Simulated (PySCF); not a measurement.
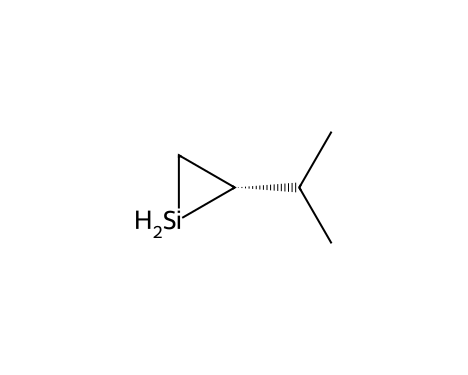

The computed structure is the end point of a GFN2-xTB optimisation. No frequency run is at hand to confirm it as a minimum. Properties computed with CAM-B3LYP/def2-SVPD, gas phase (PySCF 2.14.0). Excitations: vertical, linear response.

Give the mean static polarisability at this level.

Answer. 87.7 bohr³.

Estimate the lowest vertical singlet excitation.

Answer. 6.25 eV.

What is the dipole moment?

Answer. 0.09 D.

Estimate the HOMO energy (Kohn–Sham orbital).

Answer. −7.92 eV.

The geometry is semi-empirical. Around Si such bond lengths and angles can be off by a tenth of an ångström or more and by several degrees, and values that hang on the shape move with them.
